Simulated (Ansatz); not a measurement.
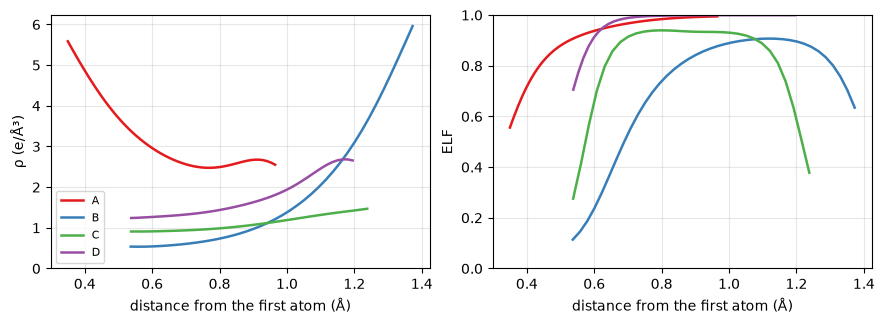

BH3S···H2O. Total electron density and electron localisation function along straight lines between neighbouring atoms. The curves leave out the atomic cores.

The product side of a reaction path; geometry: PBE0-D4/def2-TZVP.

These are results of RKS PBE0-D4/def2-TZVPP in Ansatz, not measurements.

```xyz
8

B    -0.5579   -0.3107   -0.2140
O     0.7681    0.6418   -0.7423
H    -0.3899   -1.3517   -0.7761
H    -1.5063    0.3555   -0.5342
H     1.1137    0.9598    0.1098
S    -0.3519   -0.3257    1.6435
H     0.4460    1.4068   -1.2343
H     0.4782   -1.3759    1.7476
```

Question: Which curve belongs to which contact (B–H, B–O, B–S and O–H)? The first atom named is at distance zero.

Answer: Curve A: O–H (0.96 Å): the density is about 3.9 e/Å³ at the midpoint; the ELF climbs to about 1 towards the hydrogen, as it does in any bond to H; a covalent bond by its length. Curve B: B1···O2 (1.72 Å): the density falls to about 0.54 e/Å³ on the way; the ELF peaks at about 0.90 between the atoms. Curve C: B–S (1.87 Å): the density is about 1.1 e/Å³ at the midpoint, with its minimum of 0.91 e/Å³ about 0.6 Å from B; the ELF peaks at about 0.95 between the atoms (a covalent bond). Curve D: B–H (1.19 Å): ρ is about 1.3 e/Å³ halfway; the ELF climbs to about 1 towards the hydrogen: a covalent bond by its length.
